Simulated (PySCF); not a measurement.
Molecule: B(F)(Cl)(Br), SMILES B(Cl)(F)Br (BBrClF). Atoms near the plane z = 0.6 Å, at the CAM-B3LYP/def2-SVP optimised geometry (x, y, z in Å): B1 (-0.4, 0.2, 0.0), F2 (-1.0, 1.4, 0.0), Cl3 (1.4, 0.2, 0.0), Br4 (-1.4, -1.4, 0.0).

Level of theory: CAM-B3LYP/def2-TZVP (PySCF 2.14.0). The values are rescaled to run from 0 to 1.

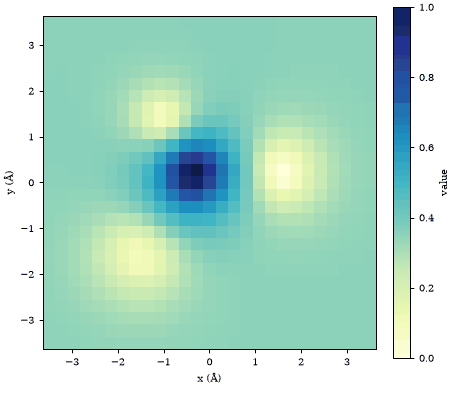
Figure: a field on the plane z = 0.6 Å.

### Question
Which quantity is mapped?
A) electrostatic potential
B) an orbital amplitude
C) Laplacian of the electron density
D) deformation density (molecule minus spherical neutral atoms)

### Answer
B, an orbital amplitude. In full: LUMO amplitude (bohr^(-3/2)).
